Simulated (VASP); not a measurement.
EuAgSeF (space group P4/nmm, No. 129). Coordinates: an entry of the Crystallography Open Database, as set up for an electronic-structure calculation.

```cif
data_structure
_symmetry_space_group_name_H-M 'P 1'
_symmetry_Int_Tables_number 1
_cell_length_a 4.1543
_cell_length_b 4.1543
_cell_length_c 9.2183
_cell_angle_alpha 90.000
_cell_angle_beta 90.000
_cell_angle_gamma 90.000
_cell_volume 159.09
loop_
_atom_site_label
_atom_site_type_symbol
_atom_site_fract_x
_atom_site_fract_y
_atom_site_fract_z
_atom_site_occupancy
Eu1 Eu 0.00000 0.50000 0.65242 1
Eu2 Eu 0.50000 0.00000 0.34758 1
Ag1 Ag 0.50000 0.50000 0.00000 1
Ag2 Ag 0.00000 0.00000 0.00000 1
Se1 Se 0.50000 0.00000 0.80320 1
Se2 Se 0.00000 0.50000 0.19680 1
F1 F 0.50000 0.50000 0.50000 1
F2 F 0.00000 0.00000 0.50000 1
```

Bonds are taken as Ag–Se below 3.1 Å; Eu is left out of the net, as the electropositive filling of the structure; no other contact counts. Atoms with one bond or none are removed and atoms with two bonds are replaced by edges, until no such atom is left.

Derive the underlying net.

The result is a uninodal 4-connected, two-periodic (layers) net: Ag and Se are 4-connected nodes. F drops out. It is the sql net, known from the square lattice. The layers lie parallel to (001).

| node | links | point symbol | coordination sequence |
| --- | --- | --- | --- |
| Ag and Se | 4 | 4⁴·6² | 4 8 12 16 20 24 28 32 36 40 |

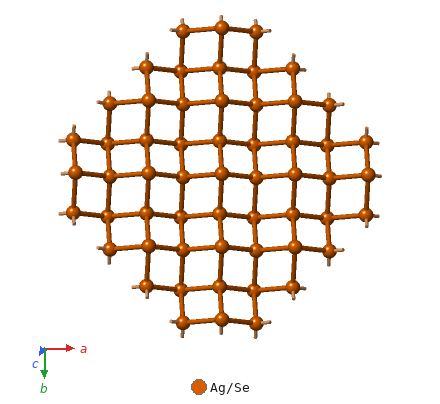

Nodes are coloured by topological kind. One layer is drawn. Short stubs are edges that leave the cut-out.
